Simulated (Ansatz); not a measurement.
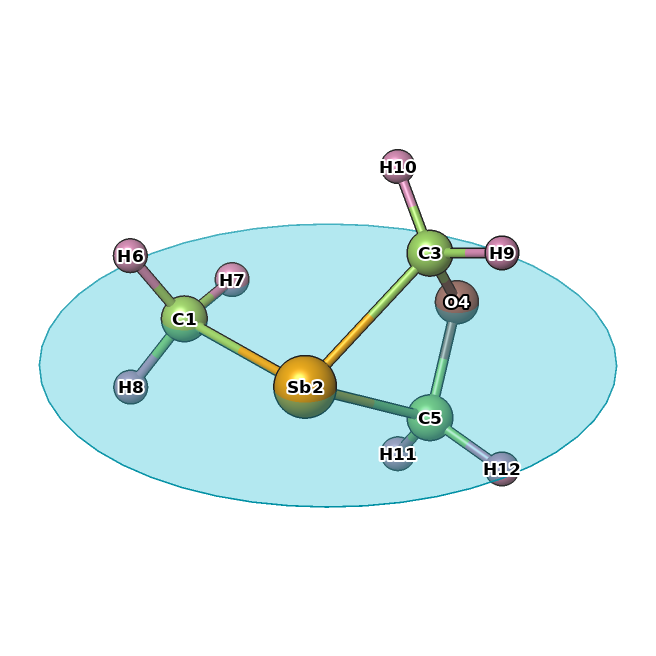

A disc through the centre of mass is drawn in. Atoms fade into the background with distance from the viewer. Computed geometry: PBE-D4/def2-SVP optimisation. No frequency run is at hand to confirm it as a minimum.

### Is the plane of the disc a mirror plane of the structure?

Yes. The reflection leaves C1, Sb2, O4, H7 in place and moves C3 ↔ C5; H6 ↔ H8; H9 ↔ H12; H10 ↔ H11. The point group is Cs.
